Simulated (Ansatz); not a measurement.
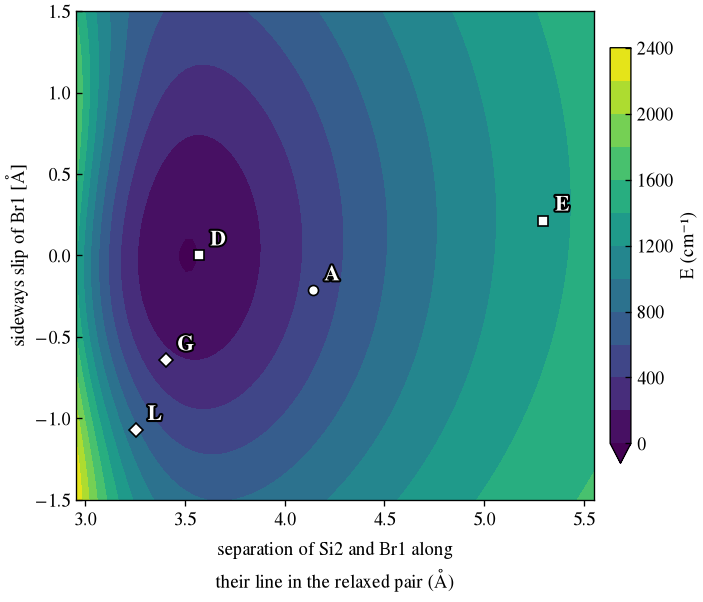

The pair Br···H₄OSi, charge −1. Coordinates scanned: (1) separation of Si2 and Br1 along their line in the relaxed pair; (2) sideways slip of Br1. Nothing is relaxed (both partners rigid). The grid has 15 × 15 points. Points are written as (first, second). All energies are given in cm⁻¹ relative to the lowest grid point. Theory: Ansatz, RHF/def2-SVPD.

The picture shows filled contours, lettered points. Between grid points the surface is interpolated.

Is D the lowest point of the computed grid?

Answer. Yes. D, at (3.568 Å, 0.000 Å), has the lowest energy of the grid.

What kind of point is each of A, D, E, G, L: minimum, saddle, maximum or slope?

Answer. A: on a slope; D: minimum; E: on a slope; G: on a slope; L: on a slope. (In these two coordinates alone; a stationary point may lie a little off the grid point.)
